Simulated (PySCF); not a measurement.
# C3H10OSi (SMILES C[Si](C)(C)O): levels of theory compared

Wanted: a comparison of 6 runs (CAM-B3LYP/6-31G*, PBE0/6-31G*, SVWN5/6-31G*, r2SCAN/6-31G*, wB97X/6-31G*, CCSD(T)/6-31G*) of C3H10OSi. The job is set up through a Python script.

The results are computed with PySCF 2.14.0.

1 further run of the same task is left out (set aside as unsound or not needed).

## (1) The structure to begin with

C3H10OSi has 15 atoms, charge 0, and is taken as a singlet. As SMILES, `C[Si](C)(C)O`. The coordinates come from a PBE0-D4/def2-TZVP relaxation. This is one conformer, not always the lowest.

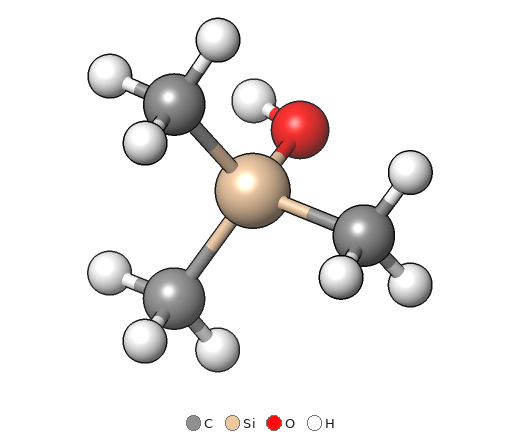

The structure, seen from a chosen angle (carbon grey, silicon light orange, oxygen red, hydrogen white).

## (2) The energy at CAM-B3LYP/6-31G(d) (spherical functions) (run 1)

File mol.xyz:

```xyz
15
C3H10OSi
C     -1.759880     0.191150     0.071540
Si     0.089930     0.200980    -0.204700
C      0.959910     0.370300     1.442320
C      0.639300    -1.339490    -1.093220
O      0.516200     1.448090    -1.213440
H     -2.095970     1.106050     0.568270
H     -2.057470    -0.651720     0.702020
H     -2.296730     0.107790    -0.876880
H      0.664600     1.288070     1.959260
H      2.044780     0.393380     1.311290
H      0.718200    -0.468650     2.101280
H      0.405110    -2.234400    -0.510590
H      1.717690    -1.322690    -1.268870
H      0.142180    -1.426990    -2.062380
H      0.312140     2.338130    -0.925910
```

File input.py:

```python
from pyscf import gto, dft

mol = gto.M(
    atom='mol.xyz',
    basis='6-31g*',
    verbose=3,
    charge=0,
    max_memory=1860,
    spin=0,
)

myscf = dft.RKS(mol)
myscf.xc = 'cam-b3lyp'
myscf.grids.level = 5
myscf.conv_tol = 1e-10
myscf.kernel()
if not myscf.converged:
    myscf = myscf.newton().run(myscf.mo_coeff, myscf.mo_occ)

energy = myscf.e_tot
print('E = %.10f Eh' % energy)
```

On the command line:

```
$ OMP_NUM_THREADS=1 python input.py
```

Log:

```text
converged SCF energy = -485.00652887999
E = -485.0065288800 Eh
```

Wall time 2.1 min (1 thread of Intel Xeon at 2.50GHz (Skylake/Cascade Lake), shared host); peak memory 0.49 GiB.

## (3) The energy at PBE0/6-31G(d) (spherical functions) (run 2)

mol.xyz, as its differences from that of step 2:

```diff
@@ -1,3 +1,3 @@
 15
-C3H10OSi
+
 C     -1.759880     0.191150     0.071540
```

File job.py:

```python
from pyscf import gto, dft

system = gto.M(
    atom='mol.xyz',
    spin=0,
    charge=0,
    max_memory=1860,
    basis='6-31g*',
    verbose=3,
)

mf = dft.RKS(system, xc='pbe0')
mf.conv_tol = 1e-10
mf.grids.level = 5
mf.kernel()
if not mf.converged:
    mf = mf.newton().run(mf.mo_coeff, mf.mo_occ)

e_tot = mf.e_tot
print(f'total energy: {e_tot:.8f} hartree')
```

On the command line:

```
$ OMP_NUM_THREADS=1 python job.py
```

Log:

```text
converged SCF energy = -484.750861745896
total energy: -484.75086175 hartree
```

It took 65 s on 1 thread of Intel Xeon at 2.50GHz (Skylake/Cascade Lake), shared host; peak memory 0.49 GiB.

Runs 3 to 5 aren't shown in full; the table further down has their settings and results.

## (4) A single-point energy at CCSD(T)/6-31G(d) (spherical functions) (run 6)

File start.xyz:

```xyz
15

C     -1.759880     0.191150     0.071540
Si     0.089930     0.200980    -0.204700
C      0.959910     0.370300     1.442320
C      0.639300    -1.339490    -1.093220
O      0.516200     1.448090    -1.213440
H     -2.095970     1.106050     0.568270
H     -2.057470    -0.651720     0.702020
H     -2.296730     0.107790    -0.876880
H      0.664600     1.288070     1.959260
H      2.044780     0.393380     1.311290
H      0.718200    -0.468650     2.101280
H      0.405110    -2.234400    -0.510590
H      1.717690    -1.322690    -1.268870
H      0.142180    -1.426990    -2.062380
H      0.312140     2.338130    -0.925910
```

File job.py:

```python
from pyscf import gto, scf, cc

mol = gto.M(
    atom='start.xyz',
    spin=0,
    basis='6-31g*',
    verbose=3,
    max_memory=1860,
)

mf = scf.RHF(mol)
mf.conv_tol = 1e-10
mf.kernel()
if not mf.converged:
    mf = mf.newton().run(mf.mo_coeff, mf.mo_occ)

mycc = cc.CCSD(mf, frozen=9)
mycc.kernel()
e_t = mycc.ccsd_t()
e_tot = mycc.e_tot + e_t
print('E = %.10f Eh' % e_tot)
```

On the command line:

```
$ OMP_NUM_THREADS=1 python job.py
```

Log:

```text
converged SCF energy = -483.275955724377
E(CCSD) = -483.9869103563734  E_corr = -0.710954631996662
CCSD(T) correction = -0.0163543385619518
E = -484.0032646949 Eh
```

It took 82 s on 1 thread of Intel Xeon at 2.50GHz (Skylake/Cascade Lake), shared host; peak memory 0.58 GiB.

## (5) All runs side by side

| run | level | integration grid | frozen core orbitals | energy (Eh) | dipole moment (D) of the reference | HOMO energy (eV) | LUMO energy (eV) | wall time |
| --- | --- | --- | --- | --- | --- | --- | --- | --- |
| 1 | CAM-B3LYP/6-31G* (spherical functions) | 5 | – | -485.006529 | 1.45 | -9.10 | 2.84 | 2.1 min |
| 2 | PBE0/6-31G* (spherical functions) | 5 | – | -484.750862 | 1.43 | -7.71 | 1.88 | 65 s |
| 3 | SVWN5/6-31G* (spherical functions) | 5 | – | -482.236014 | 1.42 | -6.24 | 0.75 | 38 s |
| 4 | r2SCAN/6-31G* (spherical functions) | 5 | – | -484.957737 | 1.42 | -6.57 | 1.49 | 2 min |
| 5 | wB97X/6-31G* (spherical functions) | 5 | – | -485.051965 | 1.46 | -10.14 | 4.05 | 2 min |
| 6 | CCSD(T)/6-31G* (spherical functions) | – | 9 | -484.003265 | 1.56 | -11.31 | 5.20 | 82 s |

## (6) Summary of results

| quantity | value |
| --- | --- |
| run 6: total energy | -484.00326 Eh |
| run 6: dipole moment (Hartree–Fock density) | 1.56 D |
| run 6: HOMO energy (Hartree–Fock orbitals) | -11.31 eV |
| run 6: LUMO energy (Hartree–Fock orbitals) | 5.20 eV |
| run 6: HOMO–LUMO gap (Hartree–Fock orbitals) | 16.51 eV |
| run 6: correlation energy (9 core orbitals frozen) | -727.3 mEh |
| run 6: (T) correction | -16.35 mEh |
| run 6: T1 diagnostic | 0.010 |

In words: Over runs 1, 2, 3, 4, 5 the dipole moment (its size) runs from 1.42 D (r2SCAN/6-31G*) to 1.46 D (wB97X/6-31G*). Over runs 1, 2, 3, 4, 5 the HOMO–LUMO gap runs from 6.98 eV (SVWN5/6-31G*) to 14.19 eV (wB97X/6-31G*). Totals of different functionals can't be ranked against each other. All runs together took 9.1 min, the longest 2.1 min.
